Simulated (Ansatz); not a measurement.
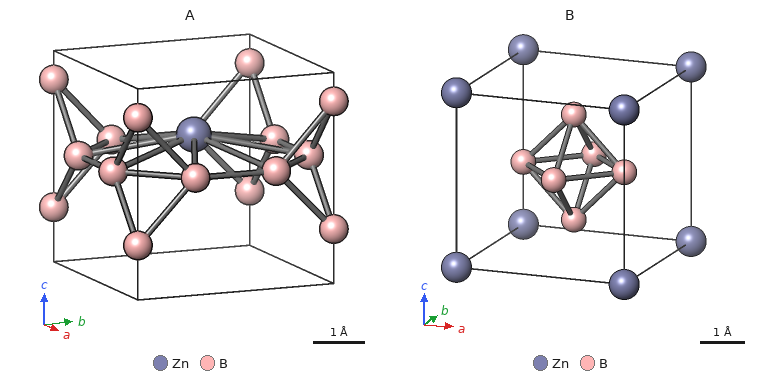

Two structures of ZnB₆, each relaxed to rest (conventional cells in solid outline, small ones repeated, not to one scale). Method: Ansatz, DFT PBE, scalar-relativistic, plane waves, PAW, without spin polarisation.

Question: Identify the two structures.

Answer: A: 7 atoms a cell on a primitive tetragonal lattice, P4mm. B: CaB₆ type, Pm-3m.

Question: A or B: which is lower in energy?

Answer: A is lower, by 139 meV/atom at this level of theory (energies at zero smearing). Volumes: A 10.6, B 10.1 Å³/atom.

One or both may be structure types tried for this composition rather than known phases.
